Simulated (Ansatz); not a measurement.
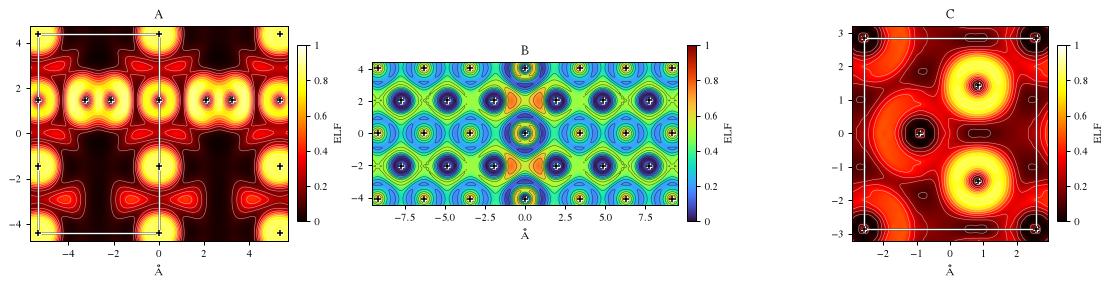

The electron localisation function of 3 systems, each on a plane through atoms (crosses mark nuclei in the plane).

Computed with DFT PBE, scalar-relativistic, plane waves, PAW in Ansatz.

System 1: Ge3N, the (010) plane of the conventional cell. Space group P6₃/mcm; a structure generated by program, which may or may not match a known phase.

```
Ge N
1.0
     5.13738    0.00000    0.00000
    -2.56869    4.44910    0.00000
     0.00000    0.00000    5.72305
Ge N
6 2
Direct
  0.33900 0.00000 0.25000
  0.33900 0.33900 0.75000
  0.00000 0.33900 0.25000
  0.66100 0.00000 0.75000
  0.66100 0.66100 0.25000
  0.00000 0.66100 0.75000
  0.00000 0.00000 0.00000
  0.00000 0.00000 0.50000
```

System 2: TiAl6Ni5, the (110) plane of the conventional cell. Space group P4/mmm; a structure generated by program, which may or may not match a known phase; computed without spin polarisation.

```
Ti Al Ni
1.0
     2.89109    0.00000    0.00000
     0.00000    2.89109    0.00000
     0.00000    0.00000   18.36091
Ti Al Ni
1 6 5
Direct
  0.00000 0.00000 0.50000
  0.50000 0.50000 0.76402
  0.50000 0.50000 0.92131
  0.50000 0.50000 0.07869
  0.50000 0.50000 0.23598
  0.50000 0.50000 0.39339
  0.50000 0.50000 0.60661
  0.00000 0.00000 0.68558
  0.00000 0.00000 0.84262
  0.00000 0.00000 0.00000
  0.00000 0.00000 0.15738
  0.00000 0.00000 0.31442
```

System 3: Hf2NbN2, the (110) plane of the conventional cell. Space group P6/mmm; a structure generated by program, which may or may not match a known phase; computed without spin polarisation.

```cif
data_structure
_symmetry_space_group_name_H-M 'P 1'
_symmetry_Int_Tables_number 1
_cell_length_a 5.0790
_cell_length_b 5.0790
_cell_length_c 5.3513
_cell_angle_alpha 90.000
_cell_angle_beta 90.000
_cell_angle_gamma 120.000
_cell_volume 119.55
loop_
_atom_site_label
_atom_site_type_symbol
_atom_site_fract_x
_atom_site_fract_y
_atom_site_fract_z
_atom_site_occupancy
Hf1 Hf 0.33333 0.66667 0.00000 1
Hf2 Hf 0.66667 0.33333 0.00000 1
Nb1 Nb 0.00000 0.00000 0.00000 1
N1 N 0.00000 0.00000 0.60832 1
N2 N 0.00000 0.00000 0.39168 1
```

**Match each panel to its system.**

Panel A is system 3, Hf2NbN2: the plane holds Hf, Nb and N. N–N (1.16 Å): the ELF peaks at about 0.85 between the atoms. Panel B is system 2, TiAl6Ni5: the plane holds Ti, Al and Ni. Al–Ni (2.50 Å): the ELF is about 0.40 at the midpoint. Panel C is system 1, Ge3N: the plane holds Ge and N. Ge–N (2.25 Å): the ELF peaks at about 0.85 in the valence shell of N, 0.6 Å from its nucleus, and is about 0.40 at the midpoint.
